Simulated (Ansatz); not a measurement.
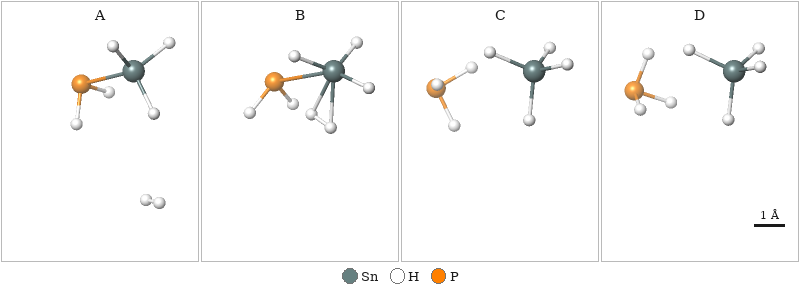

4 geometries from a converged minimum-energy path of SnPH₇, made up at the start of SnH₄ and PH3, shuffled. The picture is a ball-and-stick view, seen from a free direction.

Theory: RKS BHLYP/def2-SVP (Ansatz 0.2.0). Set-up: 7 movable images; climbing image; force threshold 0.03 eV/Å; iteration limit 60; starting path through a guess of the saddle point.

Which frame is the transition state?

B. In order along the path, whose images run from 0 to 8: D (image 0, 0.0 kcal/mol), C (image 1, 0.0 kcal/mol), B (image 4, +72.3 kcal/mol), A (image 6, +1.3 kcal/mol). Breaking: H–P (1.42 → 3.20 Å), H–Sn (1.70 → 4.53 Å). Forming: H–H (3.53 → 0.75 Å), P–Sn (4.89 → 2.53 Å).

Limits of the set-up: the start holds two separate molecules, 3.5 Å apart at their closest, whose relative position is a soft coordinate and is computed without a dispersion correction.

Cost: 15 min on 1 thread of Intel(R) Xeon(R) Platinum 8175M CPU @ 2.50GHz (Skylake/Cascade Lake) (shared host), peak memory 0.21 GiB.
